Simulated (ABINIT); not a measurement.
# AlN (F-43m): G0W0 with ABINIT, start to end, part 3 of 3

How does a plane-wave GW calculation on AlN (F-43m) run from the first input to the gap?

ABINIT 10.8.3; LDA and many-body steps on it, plane waves. Known limits of the many-body steps: not at the basis limit.

So far. Step 4 (Empty states on the mesh, 8×8×8 mesh, 126 bands): On this mesh the gap is 3.259 eV. Step 5 (Screening, 8×8×8 mesh, 118 bands, screening to 244.9 eV): Local fields lower ε∞ by 9 %.

### Step 6. Self-energy, 8×8×8 mesh, 118 bands, screening to 244.9 eV

The self-energy is evaluated for the states that the input lists, and the levels follow from it, in one-shot runs by the linearised quasiparticle equation.

This step: G0W0 on LDA, plane waves, norm-conserving pseudopotentials.

File run.abi:

```
acell 3*1.0 Angstrom
rprim 
  -0.000000000000 2.183993559600 2.183993559600
  2.183993559600 -0.000000000000 2.183993559600
  2.183993559600 2.183993559600 -0.000000000000
ntypat 2
znucl 13 7
natom 2
typat 1 2
xred 
  0.000000000000 0.000000000000 0.000000000000
  0.750000000000 0.750000000000 0.750000000000
pp_dirpath "pseudos"
pseudos "Al.upf, N.upf"
ecut 36
ngkpt 8 8 8
nshiftk 1
shiftk 0 0 0
kptopt 1
chksymbreak 0
istwfk *1
occopt 1
irdwfk 1
optdriver 4
nband 118
gwcalctyp 0
ecutsigx 36
symsigma 1
nkptgw 29
kptgw 
  0.0000000000 0.0000000000 0.0000000000
  0.1250000000 0.0000000000 0.0000000000
  0.2500000000 0.0000000000 0.0000000000
  0.3750000000 0.0000000000 0.0000000000
  0.5000000000 0.0000000000 0.0000000000
  0.1250000000 0.1250000000 0.0000000000
  0.2500000000 0.1250000000 0.0000000000
  0.3750000000 0.1250000000 0.0000000000
  0.5000000000 0.1250000000 0.0000000000
  -0.3750000000 0.1250000000 0.0000000000
  -0.2500000000 0.1250000000 0.0000000000
  -0.1250000000 0.1250000000 0.0000000000
  0.2500000000 0.2500000000 0.0000000000
  0.3750000000 0.2500000000 0.0000000000
  0.5000000000 0.2500000000 0.0000000000
  -0.3750000000 0.2500000000 0.0000000000
  -0.2500000000 0.2500000000 0.0000000000
  0.3750000000 0.3750000000 0.0000000000
  0.5000000000 0.3750000000 0.0000000000
  -0.3750000000 0.3750000000 0.0000000000
  0.5000000000 0.5000000000 0.0000000000
  0.3750000000 0.2500000000 0.1250000000
  0.5000000000 0.2500000000 0.1250000000
  -0.3750000000 0.2500000000 0.1250000000
  0.5000000000 0.3750000000 0.1250000000
  -0.3750000000 0.3750000000 0.1250000000
  -0.2500000000 0.3750000000 0.1250000000
  -0.3750000000 0.5000000000 0.1250000000
  -0.2500000000 0.5000000000 0.2500000000
bdgw 
  2 13
  2 13
  2 13
  2 13
  2 13
  2 13
  2 13
  2 13
  2 13
  2 13
  2 13
  2 13
  2 13
  2 13
  2 13
  2 13
  2 13
  2 13
  2 13
  2 13
  2 13
  2 13
  2 13
  2 13
  2 13
  2 13
  2 13
  2 13
  2 13
ecuteps 9
irdscr 1
ppmodel 1
indata_prefix "in"
outdata_prefix "out"
tmpdata_prefix "tmp"
```

Run with:

```
$ OMP_NUM_THREADS=1 mpirun -n 4 abinit run.abi > log
```

Numbers of over 12 decimals in the logs are rounded to 6 here.

Log:

```text
.Version 10.8.3 of ABINIT. v10.8.2 released Aug 2026.

 Symmetries : space group F-4 3 m (#216); Bravais cF (face-center cubic)
[... echo of the input left out ...]
== DATASET  1 ==================================================================
-   mpi_nproc: 4, omp_nthreads: 1 (-1 if OMP is not activated)

--- !DatasetInfo
iteration_state: {dtset: 1, }
dimensions: {natom: 2, nkpt: 29, mband: 118, nsppol: 1, nspinor: 1, nspden: 1, mpw: 1475, }
cutoff_energies: {ecut:  36.0, pawecutdg:  -1.0, }
electrons: {nelect:   8.00000000E+00, charge:   0.00000000E+00, occopt:   1.00000000E+00, tsmear:   1.00000000E-02, }

 SIGMA: Calculation of the GW corrections

 Based on a program developped by R.W. Godby, V. Olevano, G. Onida, and L. Reining.
 Incorporated in ABINIT by V. Olevano, G.-M. Rignanese, and M. Torrent.
.Using double precision arithmetic ; gwpc =  8

[... cell and pseudopotentials left out ...]
--------------------------------------------------------------------------------

 ==== K-mesh for the wavefunctions ====
 Number of points in the irreducible wedge :    29
[... list of points left out ...]
 Together with 24 symmetry operations and time-reversal symmetry
 yields   512 points in the full Brillouin Zone.

 ==== Q-mesh for screening function ====
 Number of points in the irreducible wedge :    29
[... list of points left out ...]
 Together with 24 symmetry operations and time-reversal symmetry
 yields   512 points in the full Brillouin Zone.

 vcoul_init : cutoff-mode = AUXILIARY_FUNCTION
 q-points for optical limit:   1
     1)      0.000010    0.000020    0.000030
 setmesh: FFT mesh size selected  =    32x   32x   32
          total number of points  =        32768

 Number of electrons calculated from density =    8.0000; Expected =    8.0000
 average of density, n =  0.056900
 r_s =    1.6129
 omega_plasma =   23.0097 [eV]

 === KS Band Gaps ===
  >>>> For spin  1
   Minimum direct gap =   4.2434 [eV], located at k-point      :   0.0000  0.0000  0.0000
   Fundamental gap    =   3.2588 [eV], Top of valence bands at :   0.0000  0.0000  0.0000
                                       Bottom of conduction at :   0.5000  0.5000  0.0000
 SIGMA fundamental parameters:
 PLASMON POLE MODEL  1
 number of plane-waves for SigmaX                 1459
 number of plane-waves for SigmaC and W            169
 number of plane-waves for wavefunctions          1459
 number of bands                                   118
 number of independent spin polarizations            1
 number of spinorial components                      1
 number of k-points in IBZ                          29
 number of q-points in IBZ                          29
 number of symmetry operations                      24
 number of k-points in BZ                          512
 number of q-points in BZ                          512
 number of frequencies for dSigma/dE                 9
 frequency step for dSigma/dE [eV]                0.25
 number of omega for Sigma on real axis              0
 max omega for Sigma on real axis  [eV]           0.00
 zcut for avoiding poles [eV]                     0.10

 EPSILON^-1 parameters (SCR file):
 dimension of the eps^-1 matrix on file            169
 dimension of the eps^-1 matrix used               169
 number of plane-waves for wavefunctions          1459
 number of bands                                   118
 number of q-points in IBZ                          29
 number of frequencies                               2
 number of real frequencies                          1
 number of imag frequencies                          1

 matrix elements of self-energy operator (all in [eV])

 Perturbative Calculation

--- !SelfEnergy_ee
iteration_state: {dtset: 1, }
kpoint     : [   0.000,    0.000,    0.000, ]
spin       : 1
KS_gap     :    4.243
QP_gap     :    5.801
Delta_QP_KS:    1.557
data: !SigmaeeData |
     Band     E0 <VxcDFT>   SigX SigC(E0)      Z dSigC/dE  Sig(E)    E-E0       E
        2   5.508 -16.792 -20.929   2.889   0.784  -0.276 -17.770  -0.978   4.531
        3   5.508 -16.792 -20.929   2.889   0.784  -0.276 -17.770  -0.978   4.531
        4   5.508 -16.792 -20.929   2.889   0.784  -0.276 -17.770  -0.978   4.531
        5   9.752 -12.740  -8.208  -3.819   0.813  -0.229 -12.160   0.580  10.331
        6  17.867 -10.151  -4.119  -5.101   0.818  -0.222  -9.389   0.761  18.628
        7  17.867 -10.151  -4.119  -5.101   0.818  -0.222  -9.389   0.761  18.628
        8  17.867 -10.151  -4.119  -5.101   0.818  -0.222  -9.389   0.761  18.628
        9  23.113 -10.543  -3.739  -5.545   0.814  -0.228  -9.518   1.025  24.139
       10  23.113 -10.543  -3.739  -5.545   0.814  -0.228  -9.518   1.025  24.139
       11  24.443  -9.898  -2.673  -6.467   0.753  -0.328  -9.327   0.571  25.014
[...]
--- !SelfEnergy_ee
iteration_state: {dtset: 1, }
kpoint     : [   0.125,    0.000,    0.000, ]
spin       : 1
KS_gap     :    5.237
QP_gap     :    6.879
Delta_QP_KS:    1.642
data: !SigmaeeData |
     Band     E0 <VxcDFT>   SigX SigC(E0)      Z dSigC/dE  Sig(E)    E-E0       E
[...]
--- !SelfEnergy_ee
iteration_state: {dtset: 1, }
kpoint     : [   0.250,    0.000,    0.000, ]
spin       : 1
KS_gap     :    6.690
QP_gap     :    8.457
Delta_QP_KS:    1.767
data: !SigmaeeData |
     Band     E0 <VxcDFT>   SigX SigC(E0)      Z dSigC/dE  Sig(E)    E-E0       E
[...]
--- !SelfEnergy_ee
iteration_state: {dtset: 1, }
kpoint     : [   0.375,    0.000,    0.000, ]
spin       : 1
KS_gap     :    7.530
QP_gap     :    9.317
Delta_QP_KS:    1.787
data: !SigmaeeData |
     Band     E0 <VxcDFT>   SigX SigC(E0)      Z dSigC/dE  Sig(E)    E-E0       E
[...]
--- !SelfEnergy_ee
iteration_state: {dtset: 1, }
kpoint     : [   0.500,    0.000,    0.000, ]
spin       : 1
KS_gap     :    7.770
QP_gap     :    9.546
Delta_QP_KS:    1.776
data: !SigmaeeData |
     Band     E0 <VxcDFT>   SigX SigC(E0)      Z dSigC/dE  Sig(E)    E-E0       E
[...]
--- !SelfEnergy_ee
iteration_state: {dtset: 1, }
kpoint     : [   0.125,    0.125,    0.000, ]
spin       : 1
KS_gap     :    5.723
QP_gap     :    7.423
Delta_QP_KS:    1.699
data: !SigmaeeData |
     Band     E0 <VxcDFT>   SigX SigC(E0)      Z dSigC/dE  Sig(E)    E-E0       E
[...]
--- !SelfEnergy_ee
iteration_state: {dtset: 1, }
kpoint     : [   0.250,    0.125,    0.000, ]
spin       : 1
KS_gap     :    6.857
QP_gap     :    8.657
Delta_QP_KS:    1.800
data: !SigmaeeData |
     Band     E0 <VxcDFT>   SigX SigC(E0)      Z dSigC/dE  Sig(E)    E-E0       E
[...]
--- !SelfEnergy_ee
iteration_state: {dtset: 1, }
kpoint     : [   0.375,    0.125,    0.000, ]
spin       : 1
KS_gap     :    7.804
QP_gap     :    9.667
Delta_QP_KS:    1.863
data: !SigmaeeData |
     Band     E0 <VxcDFT>   SigX SigC(E0)      Z dSigC/dE  Sig(E)    E-E0       E
[...]
--- !SelfEnergy_ee
iteration_state: {dtset: 1, }
kpoint     : [   0.500,    0.125,    0.000, ]
spin       : 1
KS_gap     :    8.294
QP_gap     :   10.149
Delta_QP_KS:    1.856
data: !SigmaeeData |
     Band     E0 <VxcDFT>   SigX SigC(E0)      Z dSigC/dE  Sig(E)    E-E0       E
[...]
--- !SelfEnergy_ee
[...]
kpoint     : [  -0.375,    0.125,    0.000, ]
spin       : 1
KS_gap     :    8.372
QP_gap     :   10.248
Delta_QP_KS:    1.877
data: !SigmaeeData |
     Band     E0 <VxcDFT>   SigX SigC(E0)      Z dSigC/dE  Sig(E)    E-E0       E
[...]
--- !SelfEnergy_ee
iteration_state: {dtset: 1, }
kpoint     : [   0.500,    0.375,    0.125, ]
spin       : 1
KS_gap     :    6.938
QP_gap     :    8.770
Delta_QP_KS:    1.832
data: !SigmaeeData |
     Band     E0 <VxcDFT>   SigX SigC(E0)      Z dSigC/dE  Sig(E)    E-E0       E
[...]
--- !SelfEnergy_ee
iteration_state: {dtset: 1, }
kpoint     : [  -0.375,    0.375,    0.125, ]
spin       : 1
KS_gap     :    7.613
QP_gap     :    9.520
Delta_QP_KS:    1.907
data: !SigmaeeData |
     Band     E0 <VxcDFT>   SigX SigC(E0)      Z dSigC/dE  Sig(E)    E-E0       E
[...]
--- !SelfEnergy_ee
iteration_state: {dtset: 1, }
kpoint     : [  -0.250,    0.375,    0.125, ]
spin       : 1
KS_gap     :    7.953
QP_gap     :    9.882
Delta_QP_KS:    1.929
data: !SigmaeeData |
     Band     E0 <VxcDFT>   SigX SigC(E0)      Z dSigC/dE  Sig(E)    E-E0       E
[...]
--- !SelfEnergy_ee
iteration_state: {dtset: 1, }
kpoint     : [  -0.375,    0.500,    0.125, ]
spin       : 1
KS_gap     :    6.824
QP_gap     :    8.656
Delta_QP_KS:    1.832
data: !SigmaeeData |
     Band     E0 <VxcDFT>   SigX SigC(E0)      Z dSigC/dE  Sig(E)    E-E0       E
[...]
--- !SelfEnergy_ee
iteration_state: {dtset: 1, }
kpoint     : [  -0.250,    0.500,    0.250, ]
spin       : 1
KS_gap     :    8.713
QP_gap     :   10.726
Delta_QP_KS:    2.014
data: !SigmaeeData |
     Band     E0 <VxcDFT>   SigX SigC(E0)      Z dSigC/dE  Sig(E)    E-E0       E
[...]
9  22.440 -11.103  -3.638  -6.511   0.762  -0.313 -10.376   0.727  23.167
       10  24.235 -10.882  -3.441  -6.357   0.769  -0.301 -10.049   0.833  25.067
       11  30.249 -12.616  -4.202  -7.641   0.698  -0.432 -12.076   0.539  30.788
       12  30.814 -12.098  -4.141  -7.582   0.666  -0.501 -11.848   0.250  31.064
       13  33.060 -10.502  -2.466  -7.792   0.647  -0.544 -10.344   0.158  33.218

 New Fermi energy :        2.540912E-01 Ha ,    6.914174E+00 eV

 === QP Band Gaps ===
  >>>> For spin  1
   Minimum direct gap =   5.8008 [eV], located at k-point      :   0.0000  0.0000  0.0000
   Fundamental gap    =   4.7671 [eV], Top of valence bands at :   0.0000  0.0000  0.0000
                                       Bottom of conduction at :   0.5000  0.5000  0.0000

== END DATASET(S) ==============================================================
================================================================================

 -outvars: echo values of variables after computation  --------
           etotal      0.0000000000E+00
            nband         118
             nkpt          29
          spgroup         216
 [... the other variables as echoed above ...]

 Calculation completed.
```

Elapsed: 56 min, on 4 MPI ranks of Arm Neoverse V1, shared host; peak memory 1.6 GiB.

This step gave:

```
G0W0 gap on the mesh                         : 4.767 eV
starting gap on the mesh                     : 3.259 eV
k of the valence top                         : 0, 0, 0
k of the conduction bottom                   : 0.5, 0.5, 0
Z at the valence top                         : 0.784
Z at the conduction bottom                   : 0.835
least direct G0W0 gap on the computed points : 5.8 eV
```

The gap on the mesh goes from 3.26 eV to 4.77 eV, a correction of +1.51 eV.

Limits: finite bands, cutoff and mesh. v1 is the top filled band, c1 the lowest empty one. The levels before and after the correction (eV, zero at the valence-band top of each column):

```tsv
	conduction bottom	valence top
Kohn-Sham	3.26	0.00
G0W0	4.77	0.00
```

```tsv
	level	energy (eV)
Kohn-Sham	Γ v3-v1	0.000
Kohn-Sham	Γ c1	4.243
Kohn-Sham	Γ c2-c4	12.358
Kohn-Sham	(0.5 0.5 0) v3	-4.953
Kohn-Sham	(0.5 0.5 0) v2-v1	-1.796
Kohn-Sham	(0.5 0.5 0) c1	3.259
Kohn-Sham	(0.5 0.5 0) c2	8.443
Kohn-Sham	(0.5 0.5 0) c3	13.724
Kohn-Sham	(0.5 0.5 0) c4	15.471
G0W0	Γ v3-v1	0.000
G0W0	Γ c1	5.800
G0W0	Γ c2-c4	14.097
G0W0	(0.5 0.5 0) v3	-5.343
G0W0	(0.5 0.5 0) v2-v1	-2.017
G0W0	(0.5 0.5 0) c1	4.767
G0W0	(0.5 0.5 0) c2	10.221
G0W0	(0.5 0.5 0) c3	15.916
G0W0	(0.5 0.5 0) c4	17.346
```

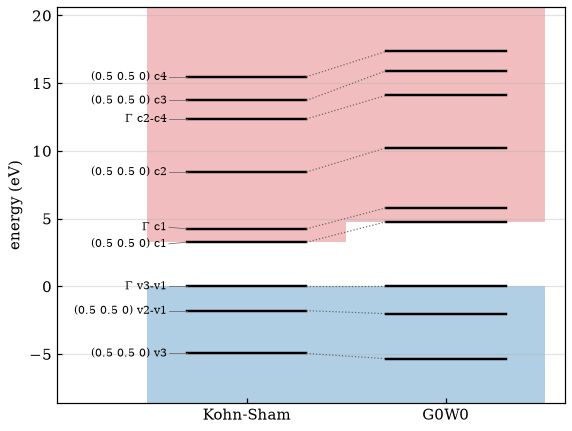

Levels before and after the correction. Shaded: valence and conduction bands.

### Step 7. Where the time went

Times are wall times on 4 MPI ranks of Arm Neoverse V1, shared host, good to a factor of about two.

```tsv
step	time	share	memory (GiB)
ground state	4.4 s	0 %	0.25
bands along the symmetry lines	3.9 s	0 %	0.24
empty states on the mesh	23 s	1 %	0.7
screening	3.8 min	6 %	1.3
self-energy	56 min	93 %	1.6
```

### Step 8. Results

| Item | Value |
| --- | --- |
| LDA gap | 3.26 eV, indirect |
| G0W0 gap on the mesh | 4.77 eV |
| GW settings | 8×8×8 mesh, 118 bands, screening to 244.9 eV, Godby-Needs plasmon pole |
| known limits | not at the basis limit |

In words: G0W0 moves the gap on the mesh from 3.26 eV to 4.77 eV (+1.51 eV), with Z of 0.78 and 0.83 at the edges. Local fields lower the RPA ε∞ on this mesh from 4.77 to 4.33. The dearest step here is «self-energy». Bands and cutoff are finite, so the gap is not at the basis limit. The miss can reach some tenths of an eV and take either sign; the mesh is an error of its own.

[Paths, hosts, dates, memory and timing lines, banners, echoed tables and standing remarks are left out of the program output.]

[Logs are printed without paths, hosts, clocks, repeated set-up lines and the standing remarks that a program may print on its own settings, such as how far it seeks lower states.]

[Runs of the session that timed out or met a known fault of the program may be left out.]

[Hosts, paths, dates, database ids (printed as entryN), source tags and the programs' standing remarks are cut or masked in the printed files.]

[G0W0 gaps are taken among the corrected bands and points alone; a level outside them can change the order at an edge.]

[Where Ansatz stands beside ABINIT at settings called matched, ABINIT's density can come from a denser mesh and the files from another edition; pairs whose starting gaps differed by over 0.03 eV were left out, so agreement reads better than it is.]
